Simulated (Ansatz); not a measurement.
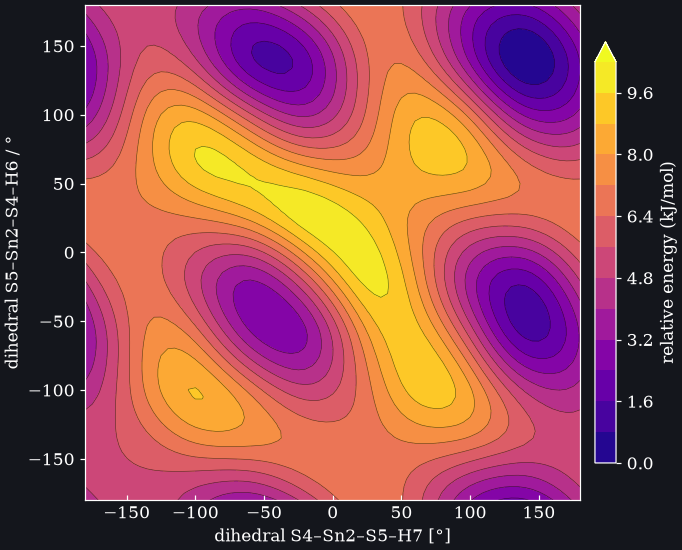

F₂H₂S₂Sn, SMILES [F][Sn]([F])([SH])[SH]. First axis: dihedral S4–Sn2–S5–H7. Second axis: dihedral S5–Sn2–S4–H6. Nothing is relaxed (all other coordinates rigid). Grid: 9 × 9 points. Points are written as (first, second). Energies: kJ/mol, counted from the lowest grid point. Method: RKS PBE-D4/def2-TZVP in Ansatz.

The picture shows filled contours, one colour for all values above the top of the scale. Between grid points the surface is interpolated.

The lowest grid point is at (140°, 140°). There are further wells near (140°, −60°) (1.5 kJ/mol above the lowest at that grid point); (−60°, 140°) (1.7 kJ/mol above the lowest at that grid point); (−20°, −60°) (3.1 kJ/mol above the lowest at that grid point). The highest grid point, (−20°, 20°), lies 9.8 kJ/mol above the lowest. On the interpolated surface the easiest way out of the lowest well to the well at about (140°, −45°) passes a barrier of about 5.3 kJ/mol. Round the minimum the valley is somewhat tilted: raising dihedral S4–Sn2–S5–H7 shifts the best value of dihedral S5–Sn2–S4–H6 downwards (coupling k₁₂/√(k₁₁k₂₂) about 0.3).

The level of theory is changed to RHF/def2-TZVP (Ansatz 0.2.0); with it change the reference geometry, relaxed at the new level; the new grid has 12 × 12 points, laid about the new relaxed structure.

Question: What will the new map look like?

Answer: The minimum (interpolated where it lies between grid points) moves from (140°, 140°) to about (145°, 145°). The span from the lowest to the highest grid point stays at about 10 kJ/mol. The easiest pass out of the lowest well goes from about 5.3 to about 4.4 kJ/mol on the interpolated surfaces.

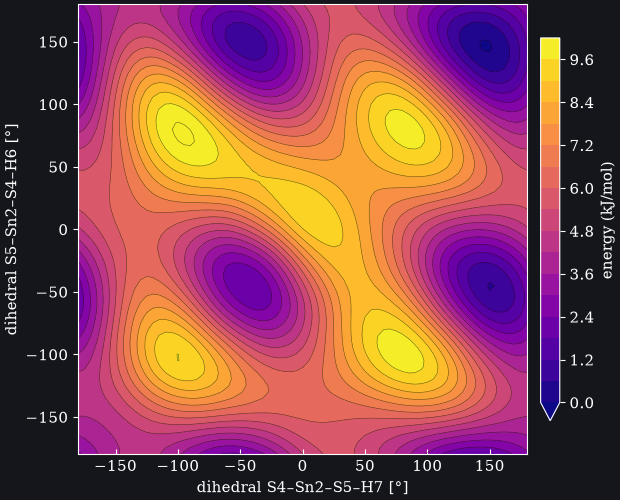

The map after the change, on a colour scale of its own. The picture shows filled contours. Between grid points the surface is interpolated.
